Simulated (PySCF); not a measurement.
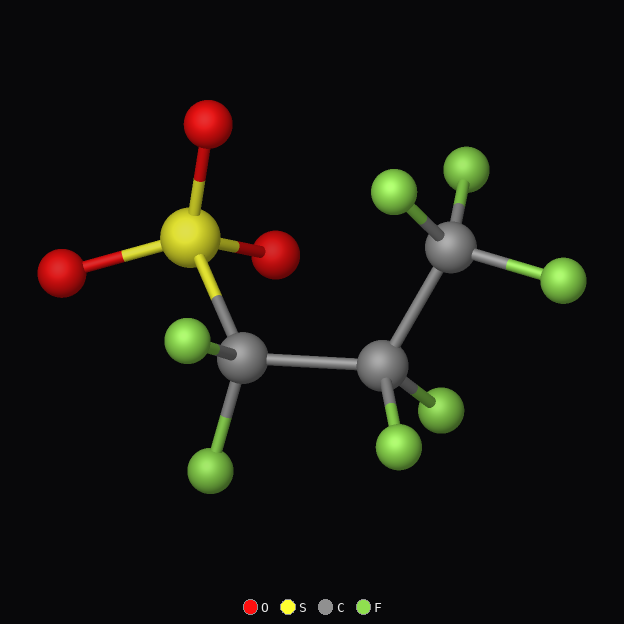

A ball-and-stick model of a molecule. Every bond is drawn as one stick, whatever its order.

State: charge −1, singlet. Computed geometry: PBE0-D3(BJ)/def2-SVP optimisation. No frequency run is at hand to confirm it as a minimum.

**What is the molecular formula?**

C3F7O3S(-), 14 atoms: 3 carbon, 7 fluorine, 3 oxygen and 1 sulfur.

**Give the symmetry (Schoenflies symbol).**

C1.

**Count the bonded pairs by element.**

7 C–F, 3 O–S, 2 C–C, 1 C–S.

**What is its SMILES?**

O=S(=O)([O-])C(F)(F)C(F)(F)C(F)(F)F

**Name some functional groups or characteristic bonds that it holds.**

Among them: C–F bond.

The parts below concern this one geometry. Atoms keep their numbers from picture to picture.

### Shape

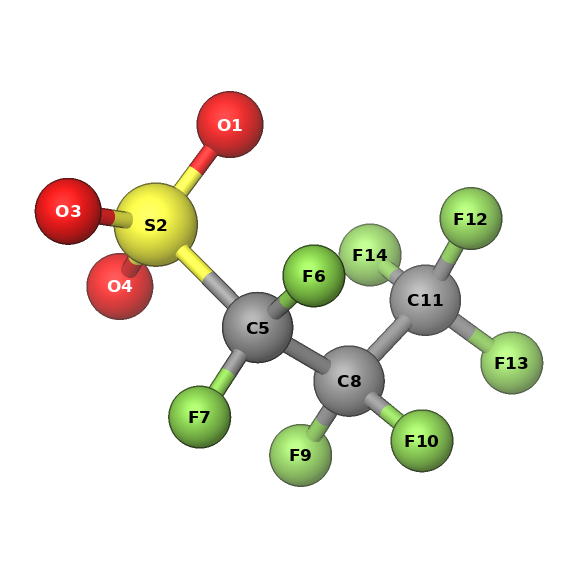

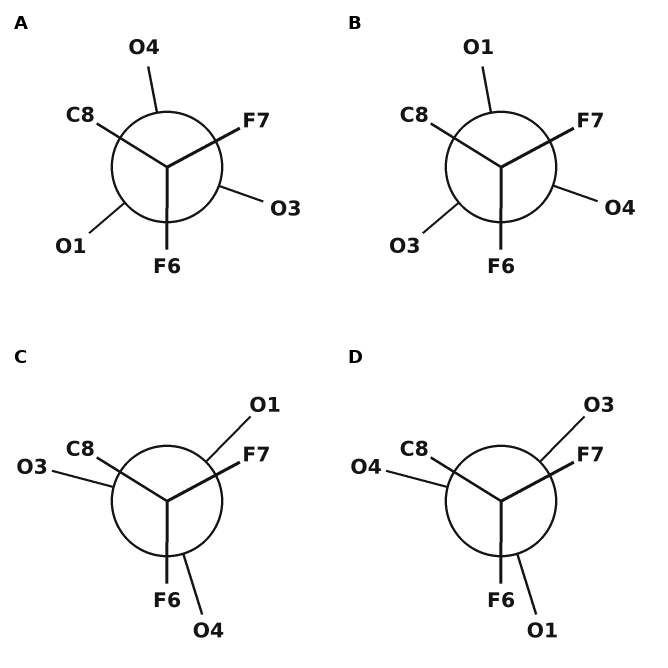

Depth is shown by fading: the farther an atom, the more it takes the colour of the background. Bonds that would overlap in a projection are set slightly apart. No frequency run is at hand to confirm it as a minimum.

**Which Newman projection shows the view along C5–S2, with C5 in front?**

A. The torsion angle F6–C5–S2–O1 is 50°, synclinal (gauche).

### NMR shielding

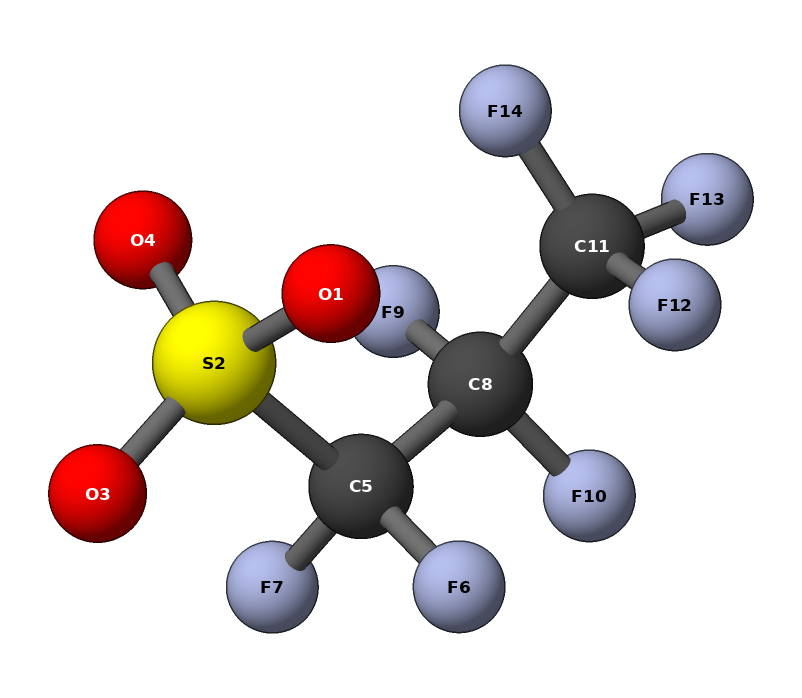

No frequency run is at hand to confirm it as a minimum. Method: GIAO PBE0/pcSseg-1 NMR shielding, non-relativistic, IEF-PCM methanol (PySCF 2.14.0). Principal shieldings σ11 ≤ σ22 ≤ σ33, span Ω = σ33 − σ11, skew κ = 3(σiso − σ22)/Ω.

Give the shielding tensors of the F atoms.

| atom | σ11 | σ22 | σ33 | σiso | Ω | κ |
| --- | --- | --- | --- | --- | --- | --- |
| F6 | 220.2 | 340.2 | 364.8 | 308.4 | 144.6 | −0.66 |
| F7 | 230.1 | 347.9 | 378.1 | 318.7 | 148.0 | −0.59 |
| F9 | 222.4 | 343.1 | 382.9 | 316.1 | 160.5 | −0.50 |
| F10 | 221.3 | 352.7 | 384.7 | 319.6 | 163.4 | −0.61 |
| F12 | 195.7 | 273.4 | 336.5 | 268.5 | 140.8 | −0.10 |
| F13 | 187.2 | 258.8 | 358.7 | 268.3 | 171.5 | 0.16 |
| F14 | 198.0 | 274.7 | 326.5 | 266.4 | 128.5 | −0.19 |

Shieldings and span in ppm.

### Quadrupole coupling

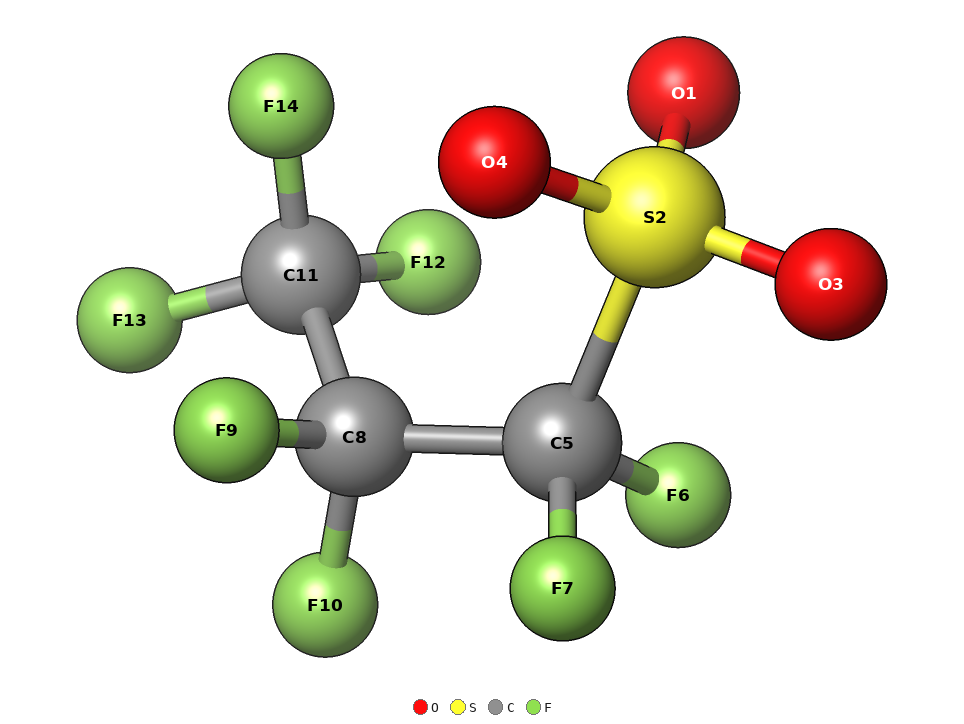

No frequency run is at hand to confirm it as a minimum. Electric field gradients from the ground-state density, PBE0/pcSseg-1 in chloroform (IEF-PCM) (PySCF 2.14.0), non-relativistic apart from any core potentials.

Give the largest field-gradient component, the quadrupole coupling constant and the asymmetry for 17O at O1 (Q = −25.6 mb), 33S at S2 (Q = −67.81 mb), 17O at O3 (Q = −25.6 mb), 17O at O4 (Q = −25.6 mb).

| atom | V_zz (a.u.) | e²qQ/h (MHz) | η |
| --- | --- | --- | --- |
| O1 | 1.437 | −8.64 | 0.28 |
| S2 | 0.473 | −7.53 | 0.04 |
| O3 | 1.413 | −8.50 | 0.32 |
| O4 | 1.432 | −8.61 | 0.25 |

### Electronic properties

No frequency run is at hand to confirm it as a minimum. Level of theory: PBE0/pcSseg-1 in chloroform (IEF-PCM) (PySCF 2.14.0).

**Give the HOMO energy (Kohn–Sham orbital) at this level.**

−6.68 eV.
